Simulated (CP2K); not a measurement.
Consider oxazole at its PBE geometry (Å).

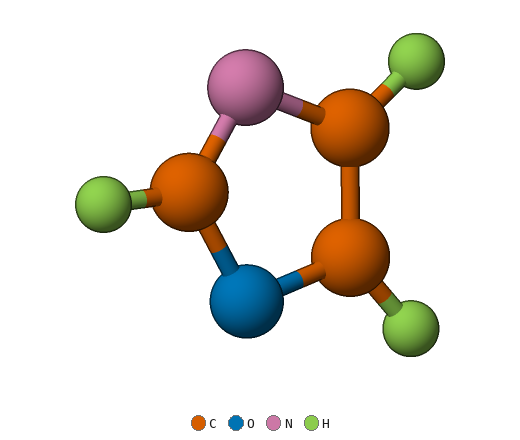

The molecule (carbon orange, oxygen blue, nitrogen pink, hydrogen green).

```xyz
8

C    -0.8468   -0.5377    0.2431
C    -0.6828    0.7443   -0.1833
O     0.6680    0.9654   -0.3659
C     1.2421   -0.2358   -0.0260
N     0.4005   -1.1575    0.3409
H    -1.7641   -1.0621    0.4863
H    -1.3397    1.5773   -0.3970
H     2.3226   -0.2939   -0.0981
```

Method: CP2K XAS_TDP, all-electron GAPW, PBEh(45%), aug-cc-pVDZ, TDA, GW2X-corrected core level, no relativity.

**Question.** Predict the bright core excitations at the N K edge.

Leading lines: N5 400.78 eV. The leading line of an atom is its first one with 35 % of the strongest within 2.5 eV of its lowest line over the strength cut. Core ionisation energies at this level: N5 405.98 eV.

The first six lines of each atom with a strength over 0.0015:

```
              atom  energy (eV)  states  strength, one atom  above the computed threshold
N5 (bonded to 2 C)       400.78       1              0.0497                              
                         403.76       1              0.0051                              
                         405.36       1              0.0026                              
                         405.50       1              0.0035                              
                         406.27       1              0.0084                           yes
                         407.17       1              0.0146                           yes
```

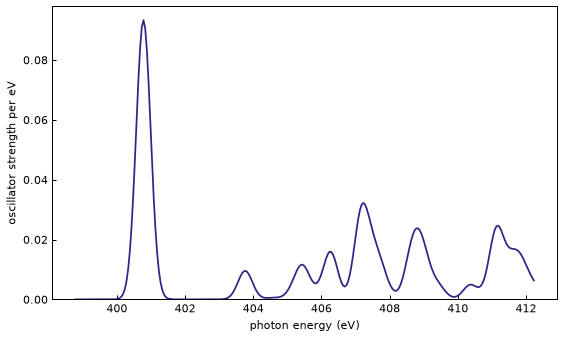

All atoms added, broadened by 0.5 eV.

Lines are vertical, at one geometry, with no vibrational structure. GW2X ionisation energies and lines can be off by 1 to 2 eV either way, and a good line position may hide errors that cancel. These values hold no scalar relativity, about 0.2 eV for N 1s. Rydberg lines, and the discretised continuum above threshold, depend on the basis and the box.

[Banner, clock and machine lines of the logs are left out without a mark of their own.]

[Logs are printed without paths, hosts, clocks, repeated set-up lines and the standing remarks that a program may print on its own settings, such as how far it seeks lower states.]

[Hosts, paths, dates, database ids (printed as entryN), source tags and the programs' standing remarks are cut or masked in the printed files.]
